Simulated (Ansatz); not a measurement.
**C5H12S (tert-amyl mercaptan): HF/STO-3G**

Aim: the electronic atomisation energy of C5H12S (tert-amyl mercaptan) at HF/STO-3G, from 4 runs. 

The calculation is run with Ansatz 0.2.0.

28 further runs of the same task are left out: 28 set aside as unsound or not needed.

## (1) The molecule

C5H12S: 18 atoms, total charge 0, spin state singlet. SMILES: `CCC(C)(C)S`. The shape is that of a PBE0-D4/def2-TZVP optimisation. This is one conformer, not always the lowest.

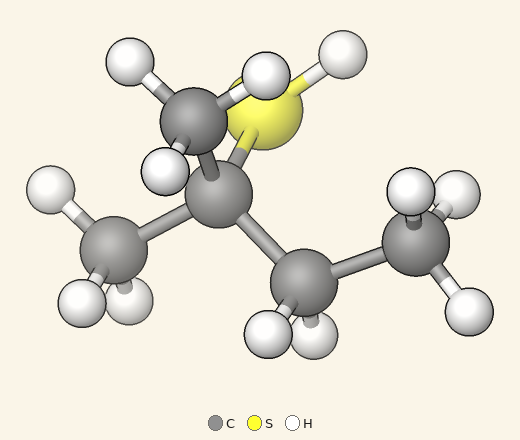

Viewed from a chosen angle; carbon grey, sulfur yellow, hydrogen white.

## (2) A single-point energy at HF/STO-3G

The input, in.yaml:

```yaml
crystal:
  periodic: [false, false, false]
  atoms:
    - {symbol: C, position_ang: [-0.427530, 0.732120, -1.876320]}
    - {symbol: C, position_ang: [0.494570, -0.068410, -0.976560]}
    - {symbol: C, position_ang: [-0.009790, -0.350710, 0.442370]}
    - {symbol: C, position_ang: [1.022400, -1.202040, 1.172790]}
    - {symbol: C, position_ang: [-0.265080, 0.931280, 1.220620]}
    - {symbol: S, position_ang: [-1.527650, -1.384490, 0.417880]}
    - {symbol: H, position_ang: [-1.369300, 0.205920, -2.047740]}
    - {symbol: H, position_ang: [0.038310, 0.891140, -2.851140]}
    - {symbol: H, position_ang: [-0.655620, 1.716620, -1.461320]}
    - {symbol: H, position_ang: [1.450660, 0.461750, -0.875440]}
    - {symbol: H, position_ang: [0.720390, -1.027920, -1.451430]}
    - {symbol: H, position_ang: [0.700830, -1.424700, 2.192160]}
    - {symbol: H, position_ang: [1.972540, -0.662900, 1.222160]}
    - {symbol: H, position_ang: [1.196730, -2.146490, 0.651740]}
    - {symbol: H, position_ang: [-1.047200, 1.538610, 0.761850]}
    - {symbol: H, position_ang: [-0.573100, 0.705230, 2.242560]}
    - {symbol: H, position_ang: [0.649600, 1.532690, 1.259240]}
    - {symbol: H, position_ang: [-2.370770, -0.447710, -0.043420]}
basis:
  gaussian:
    orbitals: STO-3G
hamiltonian:
  xc: hf
output:
  orbitals: {seedname: orbitals}
accuracy: high
```

Started as:

```bash
$ ansatz run in.yaml --threads 1 --pin off --max-ram 3480MiB --events-out events.jsonl --progress --plain --runs-dir runs
```

Standard output:

```text
Warning: RAYON_NUM_THREADS=1 ignored (pool sized by the plan → 1); use --threads N
Functional definition: HF
  name "HF"
  exchange = exact_x
  correlation = 0
1079 factors; integrals over basis functions are off by at most 2.2e-9 eV
mean field evaluation 1: about -15976.6195 eV, gradient 2.0e1 eV
mean field evaluation 2: about -15977.0346 eV, gradient 2.0e1 eV
mean field evaluation 4: about -15978.7549 eV, gradient 1.5e0 eV
mean field evaluation 8: about -15978.7632 eV, gradient 6.3e-6 eV
mean field -15978.76321164 eV, -587.2087172331 hartree, gradient 7.4e-8 eV, S^2 0.000000; 0 other end points of the search recorded, 0 dependent functions left out
reference -15978.76321164 eV, -587.2087172331 hartree; 29, 29 occupied and 17, 17 virtual orbitals, 1079 factors
Total energy: -15978.76321164 eV, -587.2087172331 hartree
```

It took 1.1 s on 1 thread of Arm Neoverse V1, shared host; peak memory 0.11 GiB.

## (3) The C atom

The input, job.yaml:

```yaml
basis:
  gaussian:
    orbitals: STO-3G
crystal:
  periodic: [false, false, false]
  atoms:
    - {symbol: C, position_ang: [0.000000, 0.000000, 0.000000]}
magnetization:
  spin_polarized: true
  initial_magnetization: 2
hamiltonian:
  xc: hf
accuracy: high
```

Run the same way, it converges to -37.19839 Eh (log not shown).

## (4) The H atom at the same level

The input, run.yaml:

```yaml
crystal:
  periodic: [false, false, false]
  atoms:
    - {symbol: H, position_ang: [0.000000, 0.000000, 0.000000]}
basis:
  gaussian: {orbitals: STO-3G}
hamiltonian: {xc: hf}
accuracy: high
magnetization: {spin_polarized: true, initial_magnetization: 1}
```

Started as:

```bash
$ ansatz run run.yaml --threads 1 --pin off --max-ram 3480MiB --events-out events.jsonl --progress --plain --runs-dir runs
```

Standard output:

```text
Warning: RAYON_NUM_THREADS=1 ignored (pool sized by the plan → 1); use --threads N
Functional definition: HF
  name "HF"
  exchange = exact_x
  correlation = 0
1 factors; integrals over basis functions are off by at most 4.6e-10 eV
mean field evaluation 1: about -12.6963 eV, gradient 0.0e0 eV
mean field evaluation 2: about -12.6963 eV, gradient 0.0e0 eV
mean field -12.69633895 eV, -0.4665818504 hartree, gradient 0.0e0 eV, S^2 0.750000; 0 other end points of the search recorded, 0 dependent functions left out
reference -12.69633895 eV, -0.4665818504 hartree; 1, 0 occupied and 0, 1 virtual orbitals, 1 factors
Total energy: -12.69633895 eV, -0.4665818504 hartree
```

Wall time 0.04 s (1 thread of Arm Neoverse V1, shared host).

## (5) The S atom

The input, in.yaml:

```yaml
crystal:
  periodic: [false, false, false]
  atoms:
    - symbol: S
      position_ang: [0.000000, 0.000000, 0.000000]
basis:
  gaussian: {orbitals: STO-3G}
magnetization: {spin_polarized: true, initial_magnetization: 2}
accuracy: high
hamiltonian: {xc: hf}
```

Run the same way, it converges to -393.13022 Eh (log not shown).

## (6) What came out

Level: HF/STO-3G.

```
                     quantity          value
       molecule: total energy  -587.20872 Eh
        molecule: HOMO energy       -6.88 eV
        molecule: LUMO energy       11.92 eV
      molecule: HOMO–LUMO gap       18.80 eV
         C atom: total energy   -37.19839 Eh
                 C atom: ⟨S²⟩          2.000
         H atom: total energy    -0.46658 Eh
                 H atom: ⟨S²⟩          0.750
         S atom: total energy  -393.13022 Eh
                 S atom: ⟨S²⟩          2.000
electronic atomisation energy      67.690 eV
```

Taking the molecule apart into free atoms costs 67.69 eV (1561 kcal/mol), before zero-point energy and without spin-orbit coupling. Hartree–Fock lacks the correlation of the bonding pairs, which as a rule makes this value much too low; in minimal bases other errors can mask that. In a minimal basis such a difference can be off by several eV, whatever the method.
